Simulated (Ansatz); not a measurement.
**UCCSD(T)/def2-SVPD run of Si2H5O (SMILES O[SiH][SiH3])**

What is the vertical electron affinity of Si2H5O at UCCSD(T)/def2-SVPD? 

The results are computed with Ansatz 0.2.0.

49 further runs of the same task are left out: 49 set aside as unsound or not needed.

### 1 Starting point

Si2H5O has 8 atoms, charge 0, and is taken as a doublet. As SMILES, `O[SiH][SiH3]`. The coordinates come from a PBE0-D4/def2-TZVP relaxation. This is one conformer, not always the lowest.

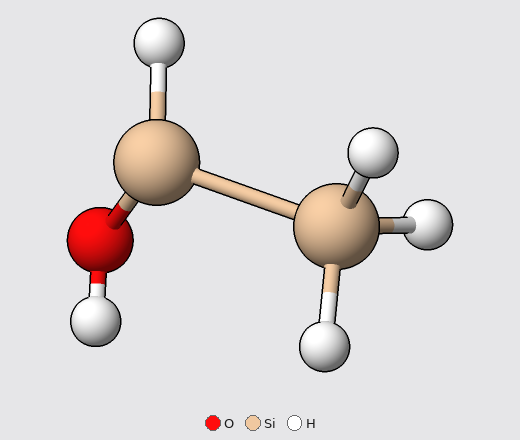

The structure, seen from a chosen angle (oxygen red, silicon light orange, hydrogen white).

### 2 The energy at UCCSD(T)/def2-SVPD

File molecule.yaml:

```yaml
crystal:
  periodic: [false, false, false]
  atoms:
    - symbol: O
      position_ang: [-0.929000, 0.938400, -1.717100]
    - symbol: Si
      position_ang: [0.090400, 1.134000, -0.425000]
    - symbol: Si
      position_ang: [0.314200, -0.774200, 0.917600]
    - symbol: H
      position_ang: [-1.805900, 0.598400, -1.530300]
    - symbol: H
      position_ang: [1.378700, 1.582300, -1.024400]
    - symbol: H
      position_ang: [1.190000, -0.426800, 2.069000]
    - symbol: H
      position_ang: [0.883900, -1.960400, 0.216700]
    - symbol: H
      position_ang: [-1.030200, -1.148700, 1.437600]
basis:
  gaussian:
    orbitals: def2-SVPD
accuracy: high
scf:
  omitted_lower_state_checks: [cluster_reference, increment]
magnetization:
  spin_polarized: true
  initial_magnetization: 1
correlation:
  method: ccsd_t
  frozen_orbitals: {H: 0, O: 1, Si: 5}
```

Run with:

```sh
$ ansatz run molecule.yaml --threads 1 --pin off --max-ram 3480MiB --events-out events.jsonl --progress --plain --runs-dir runs
```

What it wrote, cut to the lines that bear on the results:

```text
Warning: RAYON_NUM_THREADS=1 ignored (pool sized by the plan → 1); use --threads N
Functional definition: HF
  name "HF"
[...]
2160 factors; integrals over basis functions are off by at most 3.6e-9 eV
[...]
mean field -17834.34477060 eV, -655.4000817666 hartree, gradient 6.3e-8 eV, S^2 0.757878; 0 other end points of the search recorded, 0 dependent functions left out
11 core orbitals not correlated: weight in the atoms' cores, before any rotation towards them, 1.000 or more for the frozen orbitals, at most 0.000 for the correlated occupied ones
reference -17834.34477060 eV, -655.4000817666 hartree; 10, 9 occupied and 90, 91 virtual orbitals, 2160 factors
second order -10.65644186 eV of doubles, -0.00000000 eV of singles
cycle   1  -11.38372304 eV  change   -7.3e-1 eV  update   9.6e-2
[...]
cycle  25  -11.87175830 eV  change   7.4e-11 eV  update   1.9e-9
perturbative correction -0.33633635 eV, -0.0123601330 hartree
Total energy: -17846.55286525 eV, -655.8487209700 hartree
Checks for a lower state left out: cluster_reference, increment
```

Wall time 86 s (1 thread of Arm Neoverse V2, shared host); peak memory 1.8 GiB.

### 3 The singlet anion

File in.yaml:

```yaml
crystal:
  periodic: [false, false, false]
  atoms:
    - {symbol: O, position_ang: [-0.929000, 0.938400, -1.717100]}
    - {symbol: Si, position_ang: [0.090400, 1.134000, -0.425000]}
    - {symbol: Si, position_ang: [0.314200, -0.774200, 0.917600]}
    - {symbol: H, position_ang: [-1.805900, 0.598400, -1.530300]}
    - {symbol: H, position_ang: [1.378700, 1.582300, -1.024400]}
    - {symbol: H, position_ang: [1.190000, -0.426800, 2.069000]}
    - {symbol: H, position_ang: [0.883900, -1.960400, 0.216700]}
    - {symbol: H, position_ang: [-1.030200, -1.148700, 1.437600]}
basis:
  gaussian:
    orbitals: def2-SVPD
total_charge: -1
correlation:
  method: ccsd_t
  frozen_orbitals: {H: 0, O: 1, Si: 5}
accuracy: high
scf:
  omitted_lower_state_checks: [cluster_reference, increment]
```

Run with:

```sh
$ ansatz run in.yaml --threads 1 --pin off --max-ram 3480MiB --events-out events.jsonl --progress --plain --runs-dir runs
```

What it wrote, cut to the lines that bear on the results:

```text
Warning: RAYON_NUM_THREADS=1 ignored (pool sized by the plan → 1); use --threads N
[... 2 set-up lines as earlier in the session ...]
[...]
2162 factors; integrals over basis functions are off by at most 3.6e-9 eV
[...]
mean field -17833.91309897 eV, -655.3842181268 hartree, gradient 8.2e-8 eV, S^2 0.000000; 0 other end points of the search recorded, 0 dependent functions left out
11 core orbitals not correlated: weight in the atoms' cores, before any rotation towards them, 1.000 or more for the frozen orbitals, at most 0.000 for the correlated occupied ones
reference -17833.91309897 eV, -655.3842181268 hartree; 10, 10 occupied and 90, 90 virtual orbitals, 2162 factors
second order -11.54851464 eV of doubles, -0.00000000 eV of singles
cycle   1  -12.30687523 eV  change   -7.6e-1 eV  update   1.0e-1
[...]
cycle  29  -12.80523368 eV  change  -2.8e-10 eV  update   1.5e-9
perturbative correction -0.40130542 eV, -0.0147477020 hartree
Total energy: -17847.11963806 eV, -655.8695494866 hartree
Checks for a lower state left out: cluster_reference, increment
```

Run time: 30 s. Hardware: 1 thread of Arm Neoverse V2, shared host; peak memory 0.84 GiB.

### 4 What came out

At UCCSD(T)/def2-SVPD, 11 core orbitals frozen:

```
                                                    quantity          value
                                doublet Si2H5O: total energy  -655.84872 Eh
doublet Si2H5O: correlation energy (11 core orbitals frozen)     -448.6 mEh
                              doublet Si2H5O: (T) correction     -12.36 mEh
           doublet Si2H5O: ⟨S²⟩ of the reference determinant          0.758
                               doublet Si2H5O: T1 diagnostic          0.017
                                 singlet anion: total energy  -655.86955 Eh
 singlet anion: correlation energy (11 core orbitals frozen)     -485.3 mEh
                               singlet anion: (T) correction     -14.75 mEh
                                singlet anion: T1 diagnostic          0.016
           vertical electron affinity (to the singlet anion)       0.567 eV
```

What this shows: At fixed nuclei the extra electron is bound by 0.57 eV (54.7 kJ/mol). The triples (doublet Si2H5O) make up 2.8 % of the correlation energy. The triples (singlet anion) make up 3.0 % of the correlation energy.
